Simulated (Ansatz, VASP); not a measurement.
# Cross-check of Rb2Re between VASP and Ansatz

Wanted: the spread between two codes on one cell, functional and k mesh. The cell is generated by rule, not measured, and may not be a known phase. The cell is taken from a series of VASP runs on this material, whose earlier steps may have relaxed, scaled or displaced it; both programs get it as it stands. Valence electrons are named where the data sets of a main pair hold unlike numbers.

Program: Ansatz 0.2.0. Level of theory: plane waves, with VASP 6.6.1 beside it; single point at PBE. Results are calculated unless marked as measured.

### 1. Set-up

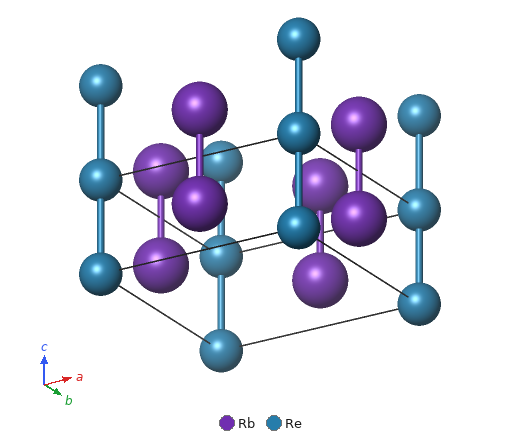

The starting structure, seen from a free direction (rubidium purple, rhenium blue). 1×1×2 cells are drawn. Some periodic images of atoms are drawn too.

Coordinates:

```cif
data_structure
_symmetry_space_group_name_H-M 'P4/mmm'
_symmetry_Int_Tables_number 123
_cell_length_a 6.5456
_cell_length_b 6.5456
_cell_length_c 2.8835
_cell_angle_alpha 90.000
_cell_angle_beta 90.000
_cell_angle_gamma 90.000
_cell_volume 123.54
loop_
_atom_site_label
_atom_site_type_symbol
_atom_site_symmetry_multiplicity
_atom_site_Wyckoff_symbol
_atom_site_fract_x
_atom_site_fract_y
_atom_site_fract_z
_atom_site_occupancy
Rb1 Rb 2 e 0.50000 0.00000 0.50000 1
Re1 Re 1 a 0.00000 0.00000 0.00000 1
```

### 2. Ansatz: single point, PBE

Ansatz runs on its default PAW (the set named soft_2) files.

With cell and atoms fixed, the geometry can't cause a difference; cores, projectors, grids and the points listed under the comparison can.

File input.yaml:

```yaml
crystal:
  lattice:
    - [6.54556531, 0.0, 0.0]
    - [0.0, 6.54556531, 0.0]
    - [0.0, 0.0, 2.8834887]
  atoms:
    - { symbol: Rb, position: [0.5, 0.0, 0.5] }
    - { symbol: Rb, position: [0.0, 0.5, 0.5] }
    - { symbol: Re, position: [0.0, 0.0, 0.0] }
hamiltonian:
  xc: pbe
  pseudopotentials: { kind: paw }
kpoints:
  mp_grid: { grid: [5, 5, 11] }
scf:
  occupations: { method: fermi_dirac, width: 0.05 }
  n_extra_bands: 4
output:
  forces: true
  stress: true
  eigenvalues: true
  write_density: true
  write_potential: true
  elf: true
  volumetric_format: npy
```

Run with:

```sh
$ ansatz run input.yaml --threads 2 --pin off --max-ram 4608MiB --backend cpu --events-out ev --progress --plain --runs-dir out
```

Numbers of over 12 decimals in the logs are rounded to 6 here.

The log of the run:

```text
scf.n_extra_bands = 4 over 17 filled bands (N_el = 33.0): the run solves 21 bands
Engine: ansatz 0.2.0, aarch64-unknown-linux-gnu
Pseudopotentials: kind: paw
Pseudopotential: Rb, paw, valence charge 9, recommended cutoff 420 eV (normal), Rb.paw.azcp
Pseudopotential: Re, paw, valence charge 15, recommended cutoff 420 eV (normal), Re.paw.azcp
Functional definition: PBE
  parameter kappa = 0.804
  parameter beta = 0.066725
  exchange = pbe_x(kappa = kappa, mu = beta*pi^2/3)
  correlation = pbe_c(beta = beta)
Crystal: 3 atoms, lattice volume = 123.541 Å³
Basis set: ecut = 420 eV, 2405 PW (Γ), exchange–correlation on 90×90×40 points (8 copies of the dense FFT grid, shifted against one another)
Bands: 21, of which v1, the nominal top of the filled ones, is band 17 counted from 1 (16 counted from 0)
Symmetry: 16 space group operations
Space group: P4/mmm (ITA 123), of the structure as read, at distance tolerance 5.0e-5 Å
k-points: 36 of 275
Non-local potential: Rb, projectors of the file, l = 0: 3, l = 1: 2, l = 2: 2
Non-local potential: Re, projectors of the file, l = 0: 3, l = 1: 2, l = 2: 2, l = 3: 1
PAW form: soft (Blöchl's): semilocal exchange-correlation on the pseudo side does not see the compensation charge
PAW one-centre angular grid: Rb, 110 points (default); XC on 64 Gauss nodes
PAW one-centre angular grid: Re, 590 points (default); XC on 64 Gauss nodes
Initial density: superposition of atomic densities (neutral atoms: chi_scale 0, normalization atom), corrected by the library's trained network
Initial wavefunctions: pseudopotential atomic-orbital guess
Functional: x = pbe(κ = 0.804, μ = 0.219515), c = pbe(β = 0.066725)
SCF iter   1: F=—  HF=-17397.090619 eV  |F-HF|=—  |Δ(HF+E_count)|=         —  Δρ=6.18e-3  dr2=5.64e-2  ethr=1.77e-3  ⟨swp⟩=6.6  Hψ=3846  notcnv=0
preconditioner: auto → LDOS  [metal: Δε(μ)=0.029 eV  Ē_g=9.158 eV  σ=0.050 eV  W_gap=0.14  n_scr=22 (ndim 8)  ℏωp=15.3 eV  f_vac=0.175  D(μ)=6.98/eV (n_scr^D=78)  β→1.0]
SCF iter   2: F=—  HF=-17397.087259 eV  |F-HF|=—  |Δ(HF+E_count)|=   3.36e-3  Δρ=3.03e-3  dr2=2.04e-2  ethr=1.71e-4  ⟨swp⟩=2.7  Hψ=1715  notcnv=0
SCF iter   3: F=—  HF=-17397.085261 eV  |F-HF|=—  |Δ(HF+E_count)|=   2.00e-3  Δρ=1.55e-3  dr2=2.47e-3  ethr=6.19e-5  ⟨swp⟩=2.0  Hψ=1178  notcnv=0
SCF iter   4: F=—  HF=-17397.084951 eV  |F-HF|=—  |Δ(HF+E_count)|=   3.10e-4  Δρ=5.86e-4  dr2=6.40e-4  ethr=7.49e-6  ⟨swp⟩=2.3  Hψ=1161  notcnv=0
SCF iter   5: F=—  HF=-17397.084952 eV  |F-HF|=—  |Δ(HF+E_count)|=   6.41e-7  Δρ=1.82e-4  dr2=4.87e-5  ethr=1.94e-6  ⟨swp⟩=2.4  Hψ=1145  notcnv=0
SCF iter   6: F=—  HF=-17397.084838 eV  |F-HF|=—  |Δ(HF+E_count)|=   1.13e-4  Δρ=3.38e-5  dr2=3.50e-6  ethr=1.47e-7  ⟨swp⟩=2.5  Hψ=1252  notcnv=0
SCF iter   7: F=—  HF=-17397.084839 eV  |F-HF|=—  |Δ(HF+E_count)|=   2.19e-7  Δρ=1.03e-5  dr2=4.05e-7  ethr=1.06e-8  ⟨swp⟩=2.1  Hψ=1128  notcnv=0
SCF iter   8: F=-17397.084839 eV  HF=-17397.084839 eV  |F-HF|=2.11e-8  |Δ(HF+E_count)|=   7.55e-9  Δρ=3.19e-6  dr2=3.56e-8  ethr=3.03e-10  ⟨swp⟩=8.9  Hψ=5166  notcnv=0
SCF 1 converged in 8 iterations: F = -17397.084839 eV  dr2 = 3.56e-8
  greatest PAW one-centre occupation: 1.000 electrons in one spin orbital (limit 2), on the Re atom at site 2 (counted from 0), in its partial waves of l = 0
SCF converged after 8 iterations
Free energy (F): -17397.084839 eV
Harris-Foulkes:  -17397.084839 eV  (|F-HF|=2.11e-8)
Internal energy: -17397.028163 eV  (E = F + TS)
E sigma→0 (E₀):  -17397.056501 eV
Entropy (-TS):   -0.056676 eV (-18.892 meV/atom)
Fermi energy:    6.108499 eV
--- Per-component energies (eV) ---
  E_band       = -471.753358
  E_kinetic    = 919.407108
  E_local      = -3473.924833  (includes V_loc(G=0)·N_el)
  E_nonlocal   = 402.672664
  E_hartree    = 1234.905542
  E_xc         = -659.707004
  E_vxc        = -570.977912  (∫ρ·V_xc dr)
  E_paw        = -13896.363119  (= ΣΔE_a)
  E_vpaw       = -218.732176  (= ΣTr[D̂ρ^β])
  E_aug_tail   = -0.000078  (compensation charges beyond the density's cutoff)
  E_ewald      = -1924.018443
  E_smearing   = -0.056676  (= −TS)
  E_closure    = 0.000000  (closes the sum)
  Σ components = -17397.084839   (vs F -17397.084839, Δ=0.00e0)
--- Forces (eV/Å), atoms counted from 1 ---
  atom   1  Rb    -0.00000000     0.00000000     0.00000000
  atom   2  Rb     0.00000000     0.00000000     0.00000000
  atom   3  Re    -0.00000000    -0.00000000     0.00000000
  max |Σ_I F_I| component: 1.03e-29 eV/Å
--- Stress (GPa, compression-positive) ---
        0.010496       0.000000       0.000000
        0.000000       0.010496       0.000000
        0.000000       0.000000       0.146599
  P = ⅓ Tr σ = 0.0559 GPa (0.559 kbar)
--- Band table (eV; the first three rows and the last of 36) ---
  k-point 0: bands = [... 13 lower, 4.3270, 5.2102, 5.3615, 6.2380, 7.9213, 7.9213, 7.9671, 7.9671]
  k-point 1: bands = [... 13 lower, 4.5267, 5.2939, 5.4537, 6.3698, 7.2379, 7.2379, 8.4170, 8.4170]
  k-point 2: bands = [... 13 lower, 5.0948, 5.5297, 5.6835, 6.4390, 6.4390, 6.7604, 8.5959, 8.5959]
  k-point 35: bands = [... 13 lower, 4.5696, 5.0447, 5.9397, 6.1498, 8.2383, 8.4733, 9.4295, 10.0324]
```

Elapsed: 7.1 s, on 2 threads of Arm Neoverse N1, shared host; peak memory 0.4 GiB; 13 s of CPU time.

In the SCF lines HF is the Harris–Foulkes energy and dr2 the Hartree energy of the density residual, in eV; the loop may stop once dr2 is under the threshold and the program's other checks hold. Hψ counts applications of the Hamiltonian.

The run ends at a pressure of 0.06 GPa.

### 3. VASP: single point, PBE

The same cell, functional, mesh and smearing now go to VASP, with its own data sets.

Lines of VASP's logs that name or quote its potential files are left out, and so is its time.

File INCAR:

```
SYSTEM = Rb2Re
PREC = Accurate
ENCUT = 400
EDIFF = 1E-06
NELM = 100
ISMEAR = -1
SIGMA = 0.05
LREAL = .FALSE.
ALGO = Normal
GGA = PE
NBANDS = 36
LORBIT = 11
LWAVE = .FALSE.
LCHARG = .FALSE.
LOPTICS = .TRUE.
NEDOS = 1500
CSHIFT = 0.1
```

File POSCAR:

```
Rb2Re
1.0
    6.5455653100      0.0000000000      0.0000000000
    0.0000000000      6.5455653100      0.0000000000
    0.0000000000      0.0000000000      2.8834887000
Rb Re
2 1
Direct
    0.5000000000      0.0000000000      0.5000000000
    0.0000000000      0.5000000000      0.5000000000
    0.0000000000      0.0000000000      0.0000000000
```

File KPOINTS:

```
Automatic mesh
0
Gamma
5 5 11
0 0 0
```

The projector-augmented-wave data sets are Rb_sv and Re (PBE family, release 64).

Run with:

```sh
$ mpirun -np 1 vasp_std
```

The log of the run:

```text
[banner, memory and clock lines left out]
running    1 mpi-ranks, on    1 nodes
 distrk:  each k-point on    1 cores,    1 groups
 distr:  one band on    1 cores,    1 groups

 POSCAR found type information on POSCAR RbRe
 POSCAR found :  2 types and       3 ions
 LDA part: xc-table for (Slater+PW92), standard interpolation
 POSCAR, INCAR and KPOINTS ok, starting setup
 FFT: planning ... GRIDC
 FFT: planning ... GRID_SOFT
 FFT: planning ... GRID
 WAVECAR not read
 entering main loop
       N       E                     dE             d eps       ncg     rms          rms(c)
DAV:   1     0.963186670065E+02    0.96319E+02   -0.85946E+03  4008   0.509E+02
DAV:   2    -0.356382406031E+01   -0.99882E+02   -0.94936E+02  4440   0.163E+02
DAV:   3    -0.884711156418E+01   -0.52833E+01   -0.51774E+01  4432   0.322E+01
DAV:   4    -0.945905283571E+01   -0.61194E+00   -0.61020E+00  4160   0.470E+00
DAV:   5    -0.948062225427E+01   -0.21569E-01   -0.21514E-01  3928   0.988E-01    0.106E+01
DAV:   6    -0.891039675042E+01    0.57023E+00   -0.55752E-01  4272   0.171E+00    0.660E+00
DAV:   7    -0.872871088178E+01    0.18169E+00   -0.76762E-01  4240   0.701E+00    0.278E+00
DAV:   8    -0.862353483711E+01    0.10518E+00   -0.39306E-01  4296   0.207E+00    0.168E+00
DAV:   9    -0.862717930141E+01   -0.36445E-02   -0.32133E-02  4344   0.110E+00    0.385E-01
DAV:  10    -0.862062912461E+01    0.65502E-02   -0.18397E-02  4144   0.238E-01    0.864E-02
DAV:  11    -0.862047866592E+01    0.15046E-03   -0.73710E-04  3944   0.978E-02    0.335E-02
DAV:  12    -0.862050992040E+01   -0.31254E-04   -0.64420E-05  3832   0.216E-02    0.205E-02
DAV:  13    -0.862052405421E+01   -0.14134E-04   -0.72850E-06  3352   0.952E-03    0.132E-02
DAV:  14    -0.862052176134E+01    0.22929E-05   -0.35972E-05  3832   0.124E-02    0.317E-03
DAV:  15    -0.862052219381E+01   -0.43247E-06   -0.86049E-07  3176   0.289E-03
   1 F= -.86205222E+01 E0= -.85918318E+01  d E =-.573809E-01
 optical routines
 imaginary and real dielectric function
 recalculating local potential from charge density
 direction            1
 direction            2
 direction            3
```

Parts of OUTCAR (step 3):

```text
ion  position               nearest neighbor table
   1  0.500  0.000  0.500-   3 3.58   3 3.58   3 3.58   3 3.58   2 4.63   2 4.63   2 4.63   2 4.63
                             2 5.45   2 5.45   2 5.45   2 5.45   2 5.45   2 5.45   2 5.45   2 5.45
   2  0.000  0.500  0.500-   3 3.58   3 3.58   3 3.58   3 3.58   1 4.63   1 4.63   1 4.63   1 4.63
                             1 5.45   1 5.45   1 5.45   1 5.45   1 5.45   1 5.45   1 5.45   1 5.45
   3  0.000  0.000  0.000-   1 3.58   2 3.58   1 3.58   2 3.58   2 3.58   2 3.58   1 3.58   1 3.58

  LATTYP: Found a simple tetragonal cell.
 ALAT       =     6.5455653100
 C/A-ratio  =     0.4405255411

 Subroutine GETGRP returns: Found 16 space group operations
 (whereof 16 operations were pure point group operations)

The static configuration has the point symmetry D_4h.

 Found     36 irreducible k-points:

   k-points           NKPTS =     36   k-points in BZ     NKDIM =     36   number of bands    NBANDS=     36

   dimension x,y,z NGX =    48 NGY =   48 NGZ =   20
   dimension x,y,z NGXF=    96 NGYF=   96 NGZF=   40

   ENCUT  =  400.0 eV  29.40 Ry    5.42 a.u.  10.67 10.67  4.70*2*pi/ulx,y,z

   NELECT =      25.0000    total number of electrons

 k-points in reciprocal lattice and weights: Automatic mesh
   0.00000000  0.00000000  0.00000000       0.004
   0.20000000  0.00000000  0.00000000       0.015
   0.40000000  0.00000000  0.00000000       0.015
   0.20000000  0.20000000  0.00000000       0.015
   0.40000000  0.20000000  0.00000000       0.029
   0.40000000  0.40000000  0.00000000       0.015
   0.00000000  0.00000000  0.09090909       0.007
   0.20000000  0.00000000  0.09090909       0.029
   0.40000000  0.00000000  0.09090909       0.029
[...]
0.40000000  0.20000000  0.45454545       0.058
   0.40000000  0.40000000  0.45454545       0.029

 average (electrostatic) potential at core
       1 -39.0460       2 -39.0460       3 -45.2091

 E-fermi :   1.3334

 k-point     1 :       0.0000    0.0000    0.0000
  band No.  band energies     occupation
    ...
      8      -9.2343      2.00000
      9      -2.9226      2.00000
     10      -0.4441      2.00000
     11       0.4366      2.00000
     12       0.5897      2.00000
     13       1.4600      0.14724
     14       3.1199      0.00000
     15       3.1199      0.00000
     16       3.2021      0.00000
     17       3.2021      0.00000
    ...

 k-point     2 :       0.2000    0.0000    0.0000
  band No.  band energies     occupation
    ...
      8      -9.2350      2.00000
      9      -2.8067      2.00000
     10      -0.3673      2.00000
     11       0.4930      2.00000
     12       0.6395      2.00000
     13       1.4210      0.29579
     14       2.9438      0.00000
     15       3.0727      0.00000
     16       3.1201      0.00000
     17       3.1300      0.00000
    ...

 k-point     3 :       0.4000    0.0000    0.0000
  band No.  band energies     occupation
    ...
      9      -2.6085      2.00000
     10      -0.1669      2.00000
     11       0.5941      2.00000
     12       0.7170      1.99999
     13       1.1412      1.95809
     14       2.8614      0.00000
     15       2.9752      0.00000
     16       3.1204      0.00000
     17       3.1464      0.00000
     18       4.1125      0.00000
    ...

  Total       -0.0203733     -0.0203733      0.2690410      0.0000000     -0.0000000     -0.0000000
  in kB       -0.2642156     -0.2642156      3.4891248      0.0000000     -0.0000000     -0.0000000
  external PRESSURE =       0.9868978 kB  Pullay stress =       0.0000000 kB

  energy-cutoff  :      400.00
  volume of cell :      123.54
      direct lattice vectors                 reciprocal lattice vectors
     6.545565310  0.000000000  0.000000000     0.152775192  0.000000000  0.000000000
     0.000000000  6.545565310  0.000000000     0.000000000  0.152775192  0.000000000
     0.000000000  0.000000000  2.883488700     0.000000000  0.000000000  0.346802122

 POSITION                                       TOTAL-FORCE (eV/Angst)
 -----------------------------------------------------------------------------------
      3.27278      0.00000      1.44174         0.000000      0.000000      0.000000
      0.00000      3.27278      1.44174         0.000000      0.000000      0.000000
      0.00000      0.00000      0.00000         0.000000      0.000000      0.000000
 -----------------------------------------------------------------------------------
    total drift:                                0.000000      0.000000     -0.000000

  FREE ENERGIE OF THE ION-ELECTRON SYSTEM (eV)
  ---------------------------------------------------
  free  energy   TOTEN  =        -8.6205221938 eV

  energy  without entropy=       -8.5631413346  energy(sigma->0) =       -8.59183176

 plasma frequency squared (from intraband transitions) (eV^2)
  --------------------------------------------------------------------------------------
       3.807       0.000      -0.000
       0.000       3.807      -0.000
      -0.000       0.000      15.173

 total charge
# of ion       s       p       d       tot
------------------------------------------
    1        1.964   5.330   0.062   7.356
    2        1.964   5.330   0.062   7.356
    3        0.636   0.149   4.622   5.407
--------------------------------------------------
tot          4.564  10.809   4.745  20.119

[... 3 further parts left out ...]
```

The data set Re keeps the semicore shell frozen, which is cheaper and a little less accurate. The intraband (Drude) part is not in this spectrum.

### 4. Comparison

Known differences besides the potentials themselves: the data sets hold 33 valence electrons in Ansatz (on its default PAW (the set named soft_2) files) and 25 in VASP; the cutoff is 420 eV in Ansatz and 400 eV in VASP; VASP leaves aspherical gradient terms in its spheres out (LASPH is not set), Ansatz keeps them. Total energies have different zeros and are not compared.

The two programs side by side:

| quantity | Ansatz | VASP | difference |
| --- | --- | --- | --- |
| pressure (GPa) | 0.06 | 0.10 | -0.04 |

Ansatz's pressure holds a Pulay correction of 0.02 GPa; VASP's holds none.

### 5. What came out

| Property | Result |
| --- | --- |
| difference in pressure (single point, PBE) | -0.043 GPa |

What this shows: The difference in pressure is -0.043 GPa (single point, PBE), within the 1 GPa picked in this series as the mark of a large difference. The data sets hold unlike numbers of valence electrons (33 in Ansatz and 25 in VASP), so part of the differences comes from the potentials. 1 further run of this series is not shown here. How closely two codes agree says nothing of how well the functional describes the real material.

[Lines on the potential files, build, host, timing and source positions are cut from VASP's logs without a mark.]

[Logs are printed without paths, hosts, clocks, repeated set-up lines and the standing remarks that a program may print on its own settings, such as how far it seeks lower states.]

[Hosts, paths, dates, database ids (printed as entryN), source tags and the programs' standing remarks are cut or masked in the printed files.]
